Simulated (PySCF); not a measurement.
# [PbF3]+: forces at shaken geometries

How stiff is [PbF3]+? Its atoms are displaced at random by several amounts. It is a constructed species; whether it can be made isn't addressed.

Method: PBE, Pb def2-SVP with ECP60, F def2-SVP; scalar-relativistic core potentials, no spin–orbit coupling; program: PySCF 2.14.0.

2 further runs of the same task are left out: 2 for a known fault of the program.

## Step 1: Where the work starts

4 atoms, charge 1, spin multiplicity 1.

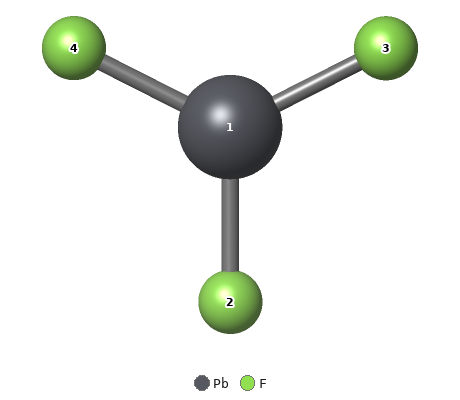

The geometry (lead dark grey, fluorine green); atoms are numbered from 1 in the order of the file.

As a file:

```xyz
4

Pb   -0.04812   -0.00005   -0.00004
F     1.96328   -0.00152    0.00029
F    -0.95595    1.79138   -0.00013
F    -0.95922   -1.78980   -0.00013
```

Formal oxidation states: Pb +4. An earlier session relaxed this geometry at PBE, Pb def2-SVP with ECP60, F def2-SVP (singlet, point group C2v).

Its energy there is -491.531222 Eh.

## Step 2: Atoms moved at random, σ = 0.06 Å

Input file run.py (the lines that set the calculation):

```python
mol = gto.M(atom='''
Pb    -0.01169     0.03620     0.05368
F      1.87401     0.00261    -0.02949
F     -0.85273     1.79015     0.03543
F     -1.00959    -1.82897    -0.05962''',
    basis={'Pb': 'def2-SVP', 'F': 'def2-SVP'},
    ecp={'Pb': 'def2-SVP'},
    charge=1, spin=0)
mf = dft.RKS(mol, xc='PBE')
mf.grids.atom_grid = (50, 194)
mf = mf.density_fit()  # fitting sets: Pb def2-universal-JKFIT, F def2-universal-JKFIT
mf.conv_tol = 1e-08; mf.max_cycle = 55
mf.kernel(dm0)  # dm0: the density of the relaxed state
```

Command:

```console
$ OMP_NUM_THREADS=2 python run.py
```

Log:

```text
init E= -491.557480318417
  HOMO = -0.586881672744845  LUMO = -0.501361123161573  gap/eV = 2.32713
cycle= 1 E= -491.513874414636  delta_E= 0.0436  |g|= 0.12  |ddm|= 0.333
  HOMO = -0.527676128801497  LUMO = -0.49352870742165  gap/eV = 0.92920
cycle= 2 E= -491.400288857925  delta_E= 0.114  |g|= 0.719  |ddm|= 0.798
  HOMO = -0.571253411015929  LUMO = -0.502289592927227  gap/eV = 1.87660
cycle= 3 E= -491.517309605809  delta_E= -0.117  |g|= 0.0457  |ddm|= 0.639
  HOMO = -0.574881460207421  LUMO = -0.503891138860592  gap/eV = 1.93175
cycle= 4 E= -491.51712800802  delta_E= 0.000182  |g|= 0.0563  |ddm|= 0.0849
  HOMO = -0.575059646042303  LUMO = -0.503432845267685  gap/eV = 1.94906
cycle= 5 E= -491.517770166897  delta_E= -0.000642  |g|= 0.0115  |ddm|= 0.0542
  HOMO = -0.574939095254104  LUMO = -0.503199459940991  gap/eV = 1.95213
cycle= 6 E= -491.517795593408  delta_E= -2.54e-05  |g|= 0.00325  |ddm|= 0.0117
  HOMO = -0.575159393816848  LUMO = -0.503262851017809  gap/eV = 1.95640
cycle= 7 E= -491.517797824045  delta_E= -2.23e-06  |g|= 0.000138  |ddm|= 0.00324
  HOMO = -0.575171261880919  LUMO = -0.503260214833496  gap/eV = 1.95680
cycle= 8 E= -491.517797829142  delta_E= -5.1e-09  |g|= 3.5e-05  |ddm|= 0.000251
  HOMO = -0.575169878184257  LUMO = -0.503260470426763  gap/eV = 1.95675
Extra cycle  E= -491.517797827801  delta_E= 1.34e-09  |g|= 8.8e-05  |ddm|= 0.00013
converged SCF energy = -491.517797827801
```

Wall time 1.4 s (2 threads of Arm Neoverse V1, shared host).

Read off: E = -491.517798 Eh (+0.365 eV from the relaxed state), HOMO -15.65 eV, LUMO -13.69 eV, Mulliken charge on Pb1 +1.56 e, largest force component 3.689 eV/Å. 

```
atom      Fx      Fy  Fz (eV/Å)
 Pb1  -3.689  -2.941     -0.071
  F2   3.630  -0.109     -0.090
  F3  -0.780   1.426      0.042
  F4   0.838   1.624      0.119
```

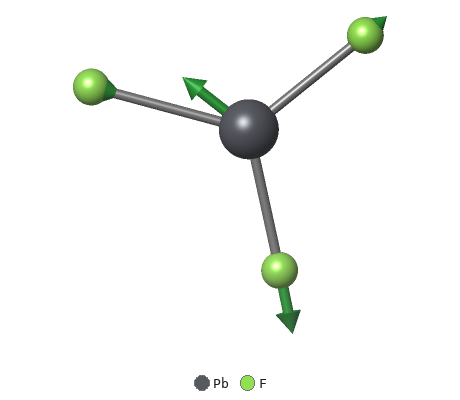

Forces as arrows, the longest for the largest force.

## Step 3: Atoms moved at random, σ = 0.06 Å

Changes to run.py (the lines that set the calculation) since step 2:

```diff
@@ -1,6 +1,6 @@
 mol = gto.M(atom='''
-Pb    -0.01169     0.03620     0.05368
-F      1.87401     0.00261    -0.02949
-F     -0.85273     1.79015     0.03543
-F     -1.00959    -1.82897    -0.05962''',
+Pb    -0.08814    -0.02999     0.00303
+F      1.94361     0.03024     0.00357
+F     -0.94435     1.73366    -0.03075
+F     -0.91112    -1.73392     0.02415''',
     basis={'Pb': 'def2-SVP', 'F': 'def2-SVP'},
```

Command:

```console
$ OMP_NUM_THREADS=2 python run.py
```

Log:

```text
init E= -491.589103005027
  HOMO = -0.577956538332755  LUMO = -0.484329902956105  gap/eV = 2.54771
cycle= 1 E= -491.521772976196  delta_E= 0.0673  |g|= 0.0905  |ddm|= 0.245
  HOMO = -0.549923485008703  LUMO = -0.492918011428735  gap/eV = 1.55120
cycle= 2 E= -491.486995135055  delta_E= 0.0348  |g|= 0.41  |ddm|= 0.508
  HOMO = -0.580889728593877  LUMO = -0.496356371971928  gap/eV = 2.30027
cycle= 3 E= -491.522708166302  delta_E= -0.0357  |g|= 0.0733  |ddm|= 0.402
  HOMO = -0.579187542888598  LUMO = -0.497533952453924  gap/eV = 2.22191
cycle= 4 E= -491.523394662854  delta_E= -0.000686  |g|= 0.0445  |ddm|= 0.106
  HOMO = -0.580227803549008  LUMO = -0.49665844191448  gap/eV = 2.27404
cycle= 5 E= -491.523701302053  delta_E= -0.000307  |g|= 0.023  |ddm|= 0.0494
  HOMO = -0.57996184902387  LUMO = -0.496295378763676  gap/eV = 2.27668
cycle= 6 E= -491.523811297649  delta_E= -0.00011  |g|= 0.00209  |ddm|= 0.0203
  HOMO = -0.58016274668367  LUMO = -0.496395860567031  gap/eV = 2.27941
cycle= 7 E= -491.52381221504  delta_E= -9.17e-07  |g|= 0.00024  |ddm|= 0.00189
  HOMO = -0.580160179567476  LUMO = -0.496374539415363  gap/eV = 2.27992
cycle= 8 E= -491.523812228834  delta_E= -1.38e-08  |g|= 1.44e-05  |ddm|= 0.00037
  HOMO = -0.58016062709955  LUMO = -0.496374635151273  gap/eV = 2.27993
cycle= 9 E= -491.523812228871  delta_E= -3.69e-11  |g|= 5.23e-06  |ddm|= 1.58e-05
  HOMO = -0.580159134335964  LUMO = -0.496374617312004  gap/eV = 2.27989
Extra cycle  E= -491.523812228742  delta_E= 1.29e-10  |g|= 2.49e-05  |ddm|= 2.72e-05
converged SCF energy = -491.523812228742
```

Wall time 1.5 s (2 threads of Arm Neoverse V1, shared host).

Read off: E = -491.523812 Eh (+0.202 eV from the relaxed state), HOMO -15.79 eV, LUMO -13.51 eV, Mulliken charge on Pb1 +1.56 e, largest force component 2.972 eV/Å. 

```
atom      Fx      Fy  Fz (eV/Å)
 Pb1   2.405   1.978     -0.027
  F2  -0.457  -0.008      0.003
  F3  -0.487   1.001     -0.015
  F4  -1.461  -2.972      0.039
```

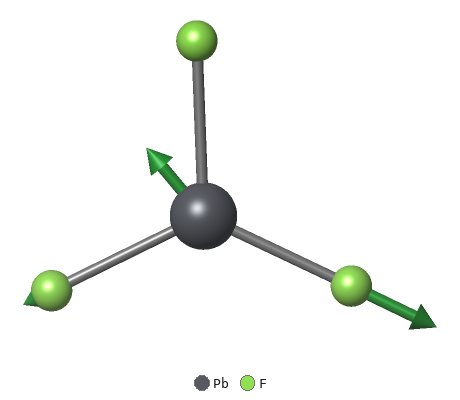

Forces as arrows, the longest for the largest force.

## Step 4: Atoms moved at random, σ = 0.1 Å

Changes to run.py (the lines that set the calculation) since step 3:

```diff
@@ -1,6 +1,6 @@
 mol = gto.M(atom='''
-Pb    -0.08814    -0.02999     0.00303
-F      1.94361     0.03024     0.00357
-F     -0.94435     1.73366    -0.03075
-F     -0.91112    -1.73392     0.02415''',
+Pb     0.00838     0.01160     0.01654
+F      2.09828     0.21847     0.04218
+F     -1.06787     1.64936    -0.00497
+F     -1.03879    -1.87943    -0.05375''',
     basis={'Pb': 'def2-SVP', 'F': 'def2-SVP'},
```

Command:

```console
$ OMP_NUM_THREADS=2 python run.py
```

Log:

```text
init E= -491.434890061483
  HOMO = -0.604020667009087  LUMO = -0.545679156059965  gap/eV = 1.58755
cycle= 1 E= -491.516382433881  delta_E= -0.0815  |g|= 0.112  |ddm|= 0.48
  HOMO = -0.550620427787998  LUMO = -0.51759314979828  gap/eV = 0.89872
cycle= 2 E= -491.466397959678  delta_E= 0.05  |g|= 0.482  |ddm|= 0.57
  HOMO = -0.57916332409236  LUMO = -0.519457119821595  gap/eV = 1.62469
cycle= 3 E= -491.515603807619  delta_E= -0.0492  |g|= 0.135  |ddm|= 0.509
  HOMO = -0.568293837048629  LUMO = -0.517616963149507  gap/eV = 1.37899
cycle= 4 E= -491.518769193175  delta_E= -0.00317  |g|= 0.071  |ddm|= 0.198
  HOMO = -0.572333460198349  LUMO = -0.519783292277197  gap/eV = 1.42996
cycle= 5 E= -491.519293151589  delta_E= -0.000524  |g|= 0.0481  |ddm|= 0.0867
  HOMO = -0.573709230824343  LUMO = -0.520557216285361  gap/eV = 1.44634
cycle= 6 E= -491.519808453533  delta_E= -0.000515  |g|= 0.00399  |ddm|= 0.0475
  HOMO = -0.57361165216546  LUMO = -0.520395702929708  gap/eV = 1.44808
cycle= 7 E= -491.519811874218  delta_E= -3.42e-06  |g|= 0.00058  |ddm|= 0.00347
  HOMO = -0.573661610468259  LUMO = -0.52043751194056  gap/eV = 1.44830
cycle= 8 E= -491.519811940811  delta_E= -6.66e-08  |g|= 0.000188  |ddm|= 0.000706
  HOMO = -0.573671893355638  LUMO = -0.520437247330449  gap/eV = 1.44859
cycle= 9 E= -491.519811949988  delta_E= -9.18e-09  |g|= 6.03e-06  |ddm|= 0.00023
  HOMO = -0.573672899063731  LUMO = -0.520438054758895  gap/eV = 1.44859
Extra cycle  E= -491.519811949917  delta_E= 7.06e-11  |g|= 1.92e-05  |ddm|= 2.25e-05
converged SCF energy = -491.519811949917
```

Run time: 1.5 s. Hardware: 2 threads of Arm Neoverse V1, shared host.

Read off: E = -491.519812 Eh (+0.310 eV from the relaxed state), HOMO -15.61 eV, LUMO -14.16 eV, Mulliken charge on Pb1 +1.51 e, largest force component 2.747 eV/Å. 

```
atom      Fx      Fy  Fz (eV/Å)
 Pb1   1.071  -2.747     -0.041
  F2  -1.451  -0.200     -0.005
  F3  -0.737   1.091     -0.011
  F4   1.118   1.857      0.058
```

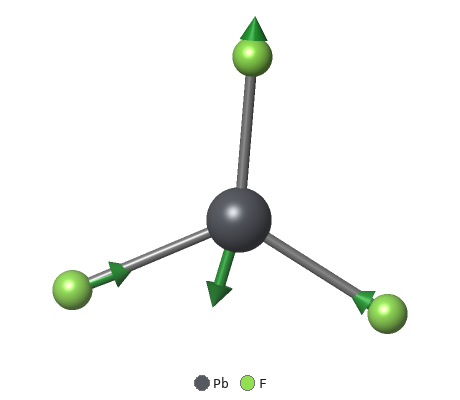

Forces as arrows, the longest for the largest force.

## Step 5: Results

| σ (Å) | energy rise (eV) | harmonic estimate −½ F·u (eV) | largest force component (eV/Å) |
| --- | --- | --- | --- |
| 0.06 | 0.365 | 0.380 | 3.69 |
| 0.06 | 0.202 | 0.223 | 2.97 |
| 0.1 | 0.310 | 0.272 | 2.75 |

Every displacement raises the energy. For a harmonic well the rise equals −½ F·u; the two differ by at most 13 % here (a move with σ = 0.1 Å), from anharmonicity, the grid and the small forces left at the relaxed point. The bases are small and lack diffuse functions. Spin–orbit coupling is left out.
